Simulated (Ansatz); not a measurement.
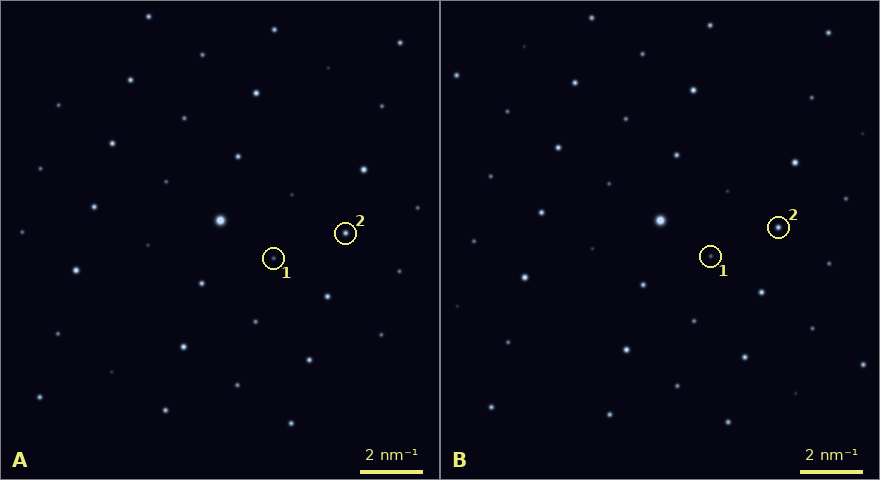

Kinematic electron diffraction patterns (200 kV, B = 0.5 Å², same scale) along [1-10] of the run's own cell, for the start and the end of one relaxation of Sn2Pt3Se2 with DFT, PAW plane waves, r2scan (Ansatz). k mesh 6×6×6. The start is a generated model structure, and the relaxation ends in the nearest stationary point of its symmetry, not necessarily the ground state. Spot 1 is -1 -1 1 and spot 2 is -2 -2 1 in both.

Start structure:

```
CELL_PARAMETERS angstrom
2.85720 4.94881 0.00000
-2.85720 4.94881 0.00000
0.00000 -3.29920 4.66739
ATOMIC_POSITIONS crystal
Pt 0.00000 0.00000 0.50000
Pt 0.50000 0.00000 0.50000
Pt 0.00000 0.50000 0.50000
Se 0.28300 0.28300 0.84900
Se 0.71700 0.71700 0.15100
Sn 0.50000 0.50000 0.50000
Sn 0.00000 0.00000 0.00000
```

> Which pattern belongs to the start structure, and which to the relaxed one?

A is the start: its cell gives d(1) = 4.666 Å, d(2) = 2.437 Å and an angle of 29.5°. B is the relaxed structure, with d(1) = 4.937 Å (+5.8 %), d(2) = 2.596 Å (+6.6 %) and 31.8°.

> Summarise the relaxation behind the change.

The volume changed by +12.4 % to 21.20 Å³ an atom; with the mean shift removed, the atoms moved by up to 0.07 Å relative to the cell (Se most); the space group stayed R-3m (No. 166); the free energy fell by 180 meV an atom. Relaxed cell: a = 6.105 Å, b = 6.105 Å, c = 5.792 Å, α = 121.80°, β = 121.80°, γ = 60.00°.
